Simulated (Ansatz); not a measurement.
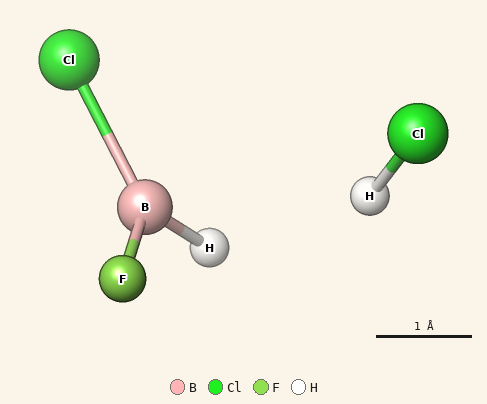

**Figure 1.** The input geometry (ball-and-stick view, seen at a tilt). Bond lengths as drawn: B–Cl 1.75 Å, B–F 1.32 Å, B–H 1.20 Å and Cl–H 1.34 Å.

**BH₂Cl₂F: geometry relaxation**

The run: geometry relaxation of BH₂Cl₂F. Method and program: RKS PBE/def2-SVP (Ansatz 0.2.0).

It belongs to a series of runs on one base structure; here: end point B relaxed.

Input file
```yaml
crystal:
  periodic: [false, false, false]
  atoms:
    - { symbol: B, position_ang: [0.112681, -0.446834, -0.432709] }
    - { symbol: Cl, position_ang: [0.117738, 0.029167, 2.593382] }
    - { symbol: Cl, position_ang: [1.60019, 0.314401, -0.953997] }
    - { symbol: F, position_ang: [-1.047606, 0.135817, -0.68419] }
    - { symbol: H, position_ang: [0.135915, -1.542506, 0.06262] }
    - { symbol: H, position_ang: [0.141282, -1.096746, 1.871194] }
basis:
  gaussian: { orbitals: def2-SVP }
hamiltonian:
  xc: pbe
relax:
  f_tol: 0.03
  max_steps: 50
output:
  orbitals: {}
```

Command:
```bash
ansatz run input.yaml --threads 1 --pin off --max-ram 2048MiB --backend cpu --events-out ev --progress --plain --runs-dir out
```

What the program printed
```
The last accepted step is kept in [file] (removed where the run ends without a failure and the disk answers)
Engine: ansatz 0.2.0, aarch64-unknown-linux-gnu
Functional definition: PBE
  parameter kappa = 0.804
  parameter beta = 0.06672455060314922
  exchange = pbe_x(kappa = kappa, mu = beta*pi^2/3)
  correlation = pbe_c(beta = beta)
808 factors; their error is unknown
mean field evaluation 1: about -28447.6287 eV, gradient 2.6e1 eV
mean field evaluation 2: about -28445.1661 eV, gradient 4.8e1 eV
mean field evaluation 4: about -28448.9563 eV, gradient 1.9e0 eV
mean field evaluation 8: about -28448.9669 eV, gradient 3.2e-2 eV
mean field evaluation 16: about -28448.9263 eV, gradient 2.1e-5 eV
mean field -28448.92629322 eV, -1045.4787579008 hartree, gradient 2.1e-5 eV, S^2 0.000000; 0 other end points of the search recorded, 0 dependent functions left out
the calculation of the forces begins
reference -28448.92632041 eV, -1045.4787589001 hartree; 25, 25 occupied and 49, 49 virtual orbitals, 808 factors
relax step   1: F+E_penalty+E_count = -28448.92629322 eV  Δ(F+E_penalty+E_count) = +0.000e0 eV  max|allowed force component| = 8.243e-1 eV/Å  Δτ_max = 0.0000 Å  (24 SCF iters, accepted)
these checks for a lower state are left out or cut short: starts, cluster_reference, orbital_swaps, neighbouring_geometries, increment
808 factors; their error is unknown
mean field -28448.94967420 eV, -1045.4796171362 hartree, gradient 7.2e-5 eV, S^2 0.000000; 0 other end points of the search recorded, 0 dependent functions left out
[... from here on the field's lines of each further geometry are left out, up to the last ...]
relax step   2: F+E_penalty+E_count = -28448.94967420 eV  Δ(F+E_penalty+E_count) = -2.338e-2 eV  max|allowed force component| = 4.567e-1 eV/Å  Δτ_max = 0.1960 Å  (30 SCF iters, accepted)
relax step   3: F+E_penalty+E_count = -28448.94159696 eV  Δ(F+E_penalty+E_count) = +8.077e-3 eV  max|allowed force component| = 6.502e-1 eV/Å  Δτ_max = 0.1079 Å  (26 SCF iters, rejected (line search))
relax step   4: F+E_penalty+E_count = -28448.96327830 eV  Δ(F+E_penalty+E_count) = -1.360e-2 eV  max|allowed force component| = 4.120e-1 eV/Å  Δτ_max = 0.0532 Å  (23 SCF iters, accepted)
relax step   5: F+E_penalty+E_count = -28448.97279464 eV  Δ(F+E_penalty+E_count) = -9.516e-3 eV  max|allowed force component| = 3.020e-1 eV/Å  Δτ_max = 0.1000 Å  (24 SCF iters, accepted)
relax step   6: F+E_penalty+E_count = -28448.98579302 eV  Δ(F+E_penalty+E_count) = -1.300e-2 eV  max|allowed force component| = 6.190e-2 eV/Å  Δτ_max = 0.1500 Å  (27 SCF iters, accepted)
relax step   7: F+E_penalty+E_count = -28448.98814832 eV  Δ(F+E_penalty+E_count) = -2.355e-3 eV  max|allowed force component| = 1.564e-1 eV/Å  Δτ_max = 0.0650 Å  (23 SCF iters, accepted)
relax step   8: F+E_penalty+E_count = -28448.97670004 eV  Δ(F+E_penalty+E_count) = +1.145e-2 eV  max|allowed force component| = 9.293e-1 eV/Å  Δτ_max = 0.1971 Å  (26 SCF iters, rejected (line search))
relax step   9: F+E_penalty+E_count = -28448.99088579 eV  Δ(F+E_penalty+E_count) = -2.737e-3 eV  max|allowed force component| = 1.063e-1 eV/Å  Δτ_max = 0.0774 Å  (22 SCF iters, accepted)
relax step  10: F+E_penalty+E_count = -28448.99215201 eV  Δ(F+E_penalty+E_count) = -1.266e-3 eV  max|allowed force component| = 2.060e-1 eV/Å  Δτ_max = 0.0962 Å  (26 SCF iters, accepted)
relax step  11: F+E_penalty+E_count = -28448.99316223 eV  Δ(F+E_penalty+E_count) = -1.010e-3 eV  max|allowed force component| = 1.086e-1 eV/Å  Δτ_max = 0.0417 Å  (23 SCF iters, accepted)
relax step  12: F+E_penalty+E_count = -28448.97066372 eV  Δ(F+E_penalty+E_count) = +2.250e-2 eV  max|allowed force component| = 5.675e-1 eV/Å  Δτ_max = 0.0534 Å  (23 SCF iters, rejected (line search))
the calculation of the forces begins
reference -28448.99360871 eV, -1045.4812316995 hartree; 25, 25 occupied and 49, 49 virtual orbitals, 808 factors
relax step  13: F+E_penalty+E_count = -28448.99357976 eV  Δ(F+E_penalty+E_count) = -4.175e-4 eV  max|allowed force component| = 2.109e-2 eV/Å  Δτ_max = 0.0132 Å  (24 SCF iters, accepted)
808 factors; their error is unknown
mean field evaluation 96: about -28448.9936 eV, gradient 4.9e-2 eV
```

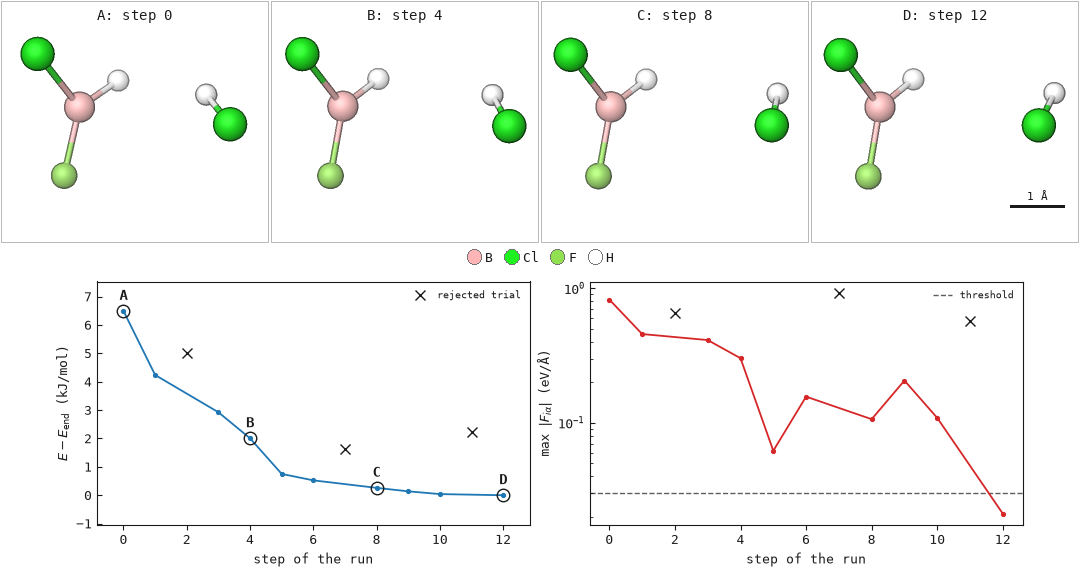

**Figure 2.** Frames of the relaxation (ball-and-stick view, seen at a tilt) above the curves, on which the letters mark them (the first geometry is step 0 here and step 1 in the log).

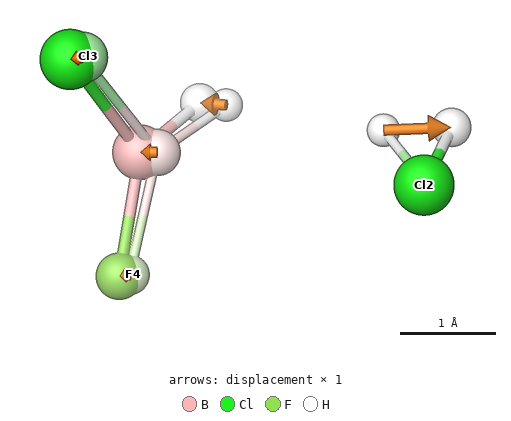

**Figure 3.** Start (faint) and end (solid) with the displacements as orange arrows, at true length (ball-and-stick view, seen at a tilt). The two geometries are laid on each other by the best rigid fit. The energy falls by 6.49 kJ/mol in 12 geometry steps. The largest force component goes from 0.82 to 0.021 eV/Å. The line search rejected the trial steps at points 2, 7, 11 (counted from 0) and went back. H6 moves most after the best rigid fit: 0.72 Å. Largest moves by element: H 0.72 Å, B 0.18 Å, Cl 0.13 Å, F 0.12 Å. Distances before and after: Cl2–H6 1.338 → 1.297 Å, B1–H5 1.203 → 1.212 Å, B1–Cl3 1.750 → 1.756 Å. (Atoms are counted from 1 in the order of the input.)

```
mean field -28448.99357976 eV, -1045.4812306359 hartree, gradient 6.9e-5 eV, S^2 0.000000; 1 other end points of the search recorded, 0 dependent functions left out
the calculation of the forces begins
reference -28448.99360871 eV, -1045.4812316995 hartree; 25, 25 occupied and 49, 49 virtual orbitals, 808 factors
Total energy: -28448.99360871 eV, -1045.4812316995 hartree
Atom 0 at     0.115496    -0.435030    -0.614386 Å, force    -0.003691    -0.021090     0.001519 eV/Å
Atom 1 at     0.110656     0.070182     2.575686 Å, force    -0.001942     0.014119    -0.003977 eV/Å
Atom 2 at     1.605134     0.374945    -1.072014 Å, force     0.015898     0.013517    -0.004370 eV/Å
Atom 3 at    -1.036654     0.193544    -0.782839 Å, force    -0.010414     0.012136     0.000758 eV/Å
Atom 4 at     0.130666    -1.584050    -0.230558 Å, force    -0.001416    -0.004192     0.003398 eV/Å
Atom 5 at     0.134903    -1.226292     2.580412 Å, force     0.001565    -0.014490     0.002673 eV/Å
Dipole moment:     0.017850    -0.340467     0.173440 e Å
```

Trajectory as extended XYZ (Å, eV, eV/Å), 13 frames, from step=1 to step=13
```
6
Properties=species:S:1:pos:R:3:forces:R:3 step=1 energy=-28448.92629
B     0.1127   -0.4468   -0.4327   -0.0276   0.2760  -0.2093
Cl    0.1177    0.0292    2.5934    0.0102  -0.7962  -0.4322
Cl    1.6002    0.3144   -0.9540    0.0329   0.0184  -0.0228
F    -1.0476    0.1358   -0.6842    0.0054  -0.0079   0.0084
H     0.1359   -1.5425    0.0626   -0.0046  -0.3146   0.0655
H     0.1413   -1.0967    1.8712   -0.0163   0.8243   0.5904
6
Properties=species:S:1:pos:R:3:forces:R:3 step=2 energy=-28448.94967
B     0.1135   -0.4872   -0.5746   -0.1479   0.4567   0.3353
Cl    0.1040    0.0398    2.7886    0.0143  -0.4509  -0.3244
Cl    1.6065    0.3309   -0.9995   -0.0875  -0.1002  -0.1038
F    -1.0422    0.1560   -0.7056    0.2575  -0.2321  -0.1264
H     0.1344   -1.6011   -0.0963   -0.0215  -0.0945  -0.1314
H     0.1441   -1.0451    2.0437   -0.0149   0.4210   0.3506
6
Properties=species:S:1:pos:R:3:forces:R:3 step=3 energy=-28448.94160 accepted=F
B     0.1245   -0.4599   -0.5507   -0.4047   0.0856  -0.6502
Cl    0.0909    0.0387    2.8782    0.0117  -0.2326  -0.2363
Cl    1.6089    0.3294   -1.0747   -0.1706  -0.0728   0.2121
F    -1.0426    0.1571   -0.7663    0.5568  -0.2524   0.2930
H     0.1328   -1.6259   -0.1818    0.0176   0.2861   0.1786
H     0.1458   -1.0460    2.1516   -0.0109   0.1861   0.2028
6
Properties=species:S:1:pos:R:3:forces:R:3 step=4 energy=-28448.96328
B     0.1197   -0.4633   -0.5386   -0.2899   0.2565  -0.2782
Cl    0.1008    0.0404    2.7892    0.0114  -0.3530  -0.2639
Cl    1.6069    0.3306   -1.0361   -0.1238  -0.0738   0.0839
F    -1.0441    0.1559   -0.7391    0.4120  -0.2250   0.1293
H     0.1342   -1.6008   -0.1101    0.0023   0.0751   0.0619
H     0.1426   -1.0696    2.0910   -0.0121   0.3202   0.2670
6
Properties=species:S:1:pos:R:3:forces:R:3 step=5 energy=-28448.97280
B     0.1186   -0.4609   -0.5653   -0.1299   0.1374  -0.1340
Cl    0.1004    0.0590    2.7763    0.0087  -0.3020  -0.1942
Cl    1.6067    0.3403   -1.0493   -0.1019  -0.0727   0.0563
F    -1.0395    0.1633   -0.7481    0.2258  -0.1360   0.0663
H     0.1331   -1.6015   -0.1410    0.0063   0.0991   0.0121
H     0.1409   -1.1070    2.1837   -0.0089   0.2742   0.1934
6
Properties=species:S:1:pos:R:3:forces:R:3 step=6 energy=-28448.98579
B     0.1173   -0.4442   -0.5765   -0.0146   0.0140   0.0065
Cl    0.0953    0.0655    2.6805   -0.0016   0.0162  -0.0162
Cl    1.6058    0.3486   -1.0677   -0.0374  -0.0298   0.0118
F    -1.0369    0.1771   -0.7628    0.0500  -0.0364   0.0066
H     0.1337   -1.5760   -0.1331    0.0014   0.0619  -0.0381
H     0.1451   -1.1776    2.3159    0.0021  -0.0258   0.0295
6
Properties=species:S:1:pos:R:3:forces:R:3 step=7 energy=-28448.98815
B     0.1171   -0.4418   -0.5868   -0.0070   0.0647  -0.0203
Cl    0.1040    0.0668    2.6640   -0.0058   0.1490   0.0131
Cl    1.6045    0.3549   -1.0744   -0.0208  -0.0182   0.0082
F    -1.0372    0.1780   -0.7747    0.0256  -0.0189   0.0069
H     0.1348   -1.5718   -0.1504    0.0025  -0.0203  -0.0025
H     0.1370   -1.1928    2.3786    0.0055  -0.1564  -0.0054
6
Properties=species:S:1:pos:R:3:forces:R:3 step=8 energy=-28448.97670 accepted=F
B     0.1173   -0.4315   -0.6122   -0.0415   0.1323  -0.0474
Cl    0.1137    0.0782    2.5897    0.0076  -0.9253  -0.0228
Cl    1.6034    0.3719   -1.0945    0.0036   0.0017   0.0030
F    -1.0376    0.1900   -0.7979    0.0364  -0.0181   0.0127
H     0.1362   -1.5632   -0.1951    0.0020  -0.1199   0.0333
H     0.1273   -1.2522    2.5663   -0.0082   0.9293   0.0211
6
Properties=species:S:1:pos:R:3:forces:R:3 step=9 energy=-28448.99089
B     0.1173   -0.4388   -0.5965   -0.0090   0.0875  -0.0235
Cl    0.1164    0.0693    2.6313   -0.0034   0.1028  -0.0011
Cl    1.6031    0.3649   -1.0788   -0.0125  -0.0130   0.0041
F    -1.0381    0.1800   -0.7827    0.0188  -0.0131   0.0057
H     0.1368   -1.5702   -0.1696    0.0039  -0.0578   0.0089
H     0.1248   -1.2119    2.4526    0.0022  -0.1063   0.0059
6
Properties=species:S:1:pos:R:3:forces:R:3 step=10 energy=-28448.99215
B     0.1173   -0.4327   -0.6062    0.0185   0.0490   0.0105
Cl    0.1183    0.0676    2.5776   -0.0015  -0.2006  -0.0041
Cl    1.6027    0.3733   -1.0856    0.0090   0.0003  -0.0070
F    -1.0369    0.1875   -0.7879   -0.0316   0.0164  -0.0099
H     0.1370   -1.5664   -0.1873    0.0048  -0.0711  -0.0006
H     0.1218   -1.2360    2.5457    0.0008   0.2060   0.0111
6
Properties=species:S:1:pos:R:3:forces:R:3 step=11 energy=-28448.99316
B     0.1161   -0.4342   -0.6207    0.0109   0.0200   0.0261
Cl    0.1178    0.0682    2.5849   -0.0017  -0.1065  -0.0034
Cl    1.6038    0.3768   -1.0826    0.0129   0.0084  -0.0119
F    -1.0371    0.1911   -0.7916   -0.0226   0.0149  -0.0108
H     0.1342   -1.5760   -0.2209   -0.0003  -0.0455  -0.0013
H     0.1254   -1.2326    2.5871    0.0007   0.1086   0.0013
6
Properties=species:S:1:pos:R:3:forces:R:3 step=12 energy=-28448.97066 accepted=F
B     0.1201   -0.4106   -0.5729   -0.0865  -0.3114  -0.5675
Cl    0.1006    0.0606    2.5807   -0.0019   0.0176  -0.0345
Cl    1.6044    0.3665   -1.1049    0.0359   0.0861   0.1586
F    -1.0362    0.1914   -0.8116    0.0352   0.0865   0.2261
H     0.1313   -1.5789   -0.2383    0.0156   0.1357   0.2197
H     0.1400   -1.2356    2.6033    0.0017  -0.0145  -0.0024
6
Properties=species:S:1:pos:R:3:forces:R:3 step=13 energy=-28448.99358
B     0.1155   -0.4350   -0.6144   -0.0037  -0.0211   0.0015
Cl    0.1107    0.0702    2.5757   -0.0019   0.0141  -0.0040
Cl    1.6051    0.3749   -1.0720    0.0159   0.0135  -0.0044
F    -1.0367    0.1935   -0.7828   -0.0104   0.0121   0.0008
H     0.1307   -1.5840   -0.2306   -0.0014  -0.0042   0.0034
H     0.1349   -1.2263    2.5804    0.0016  -0.0145   0.0027
```

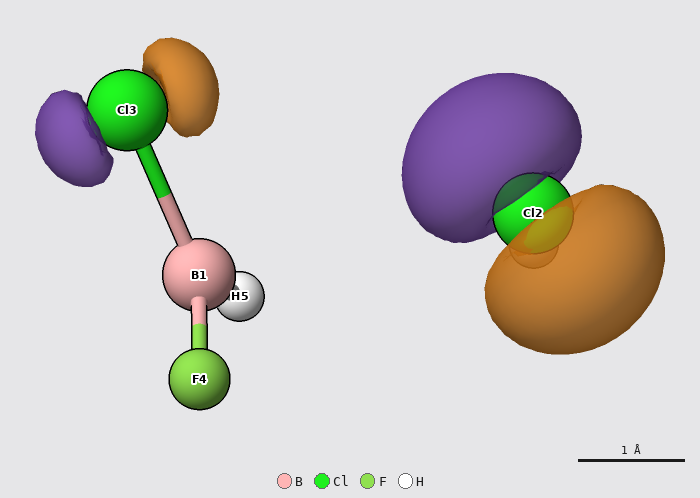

**Figure 4.** The HOMO−1 at ±0.2 Å⁻³ᐟ² (orange and purple are the two phases), seen at a tilt. Its energy is −7.82 eV.

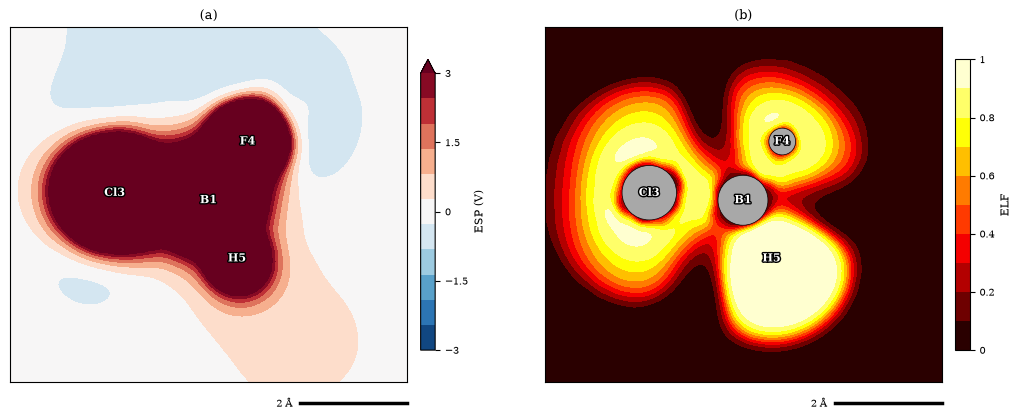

**Figure 5.** (a) molecular electrostatic potential; (b) ELF on the plane of atoms Cl3, B1 and H5. Grey discs, where drawn, cover atomic cores. The section cuts through B, Cl, F and H sites. B–Cl (1.76 Å): the ELF peaks at about 0.90 between the atoms (a polar covalent bond). B–H (1.21 Å): the ELF climbs to about 1 towards the hydrogen, as it does in any bond to H (a covalent bond by its length).

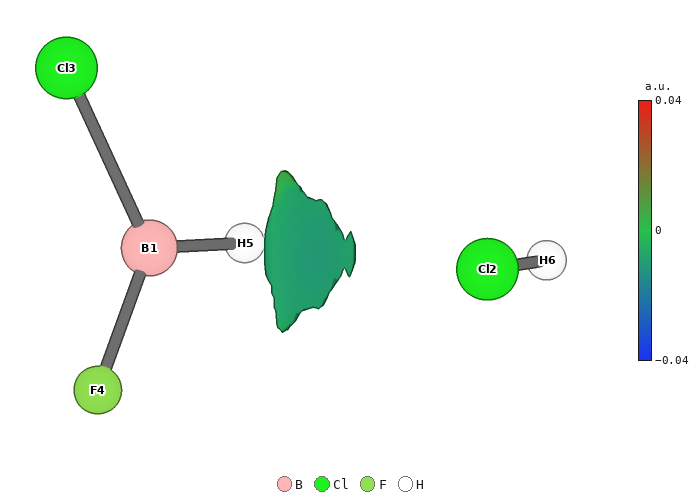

**Figure 6.** Non-covalent interaction (NCI) plot: the surface where the reduced density gradient is 0.5, for densities under 0.05 a.u., coloured by sign(λ₂)ρ; seen at a tilt.

Results in brief

| quantity | value |
| --- | --- |
| outcome | converged |
| total energy | −28448.9936 eV |
| mean-field energy | −28448.9936 eV |
| largest force (length of the vector) at the end | 0.021 eV/Å |
| hardware | 1 thread of Arm Neoverse V2, 24 GiB of memory available, shared host |
| wall time | 23 s |
| peak memory | 0.14 GiB |
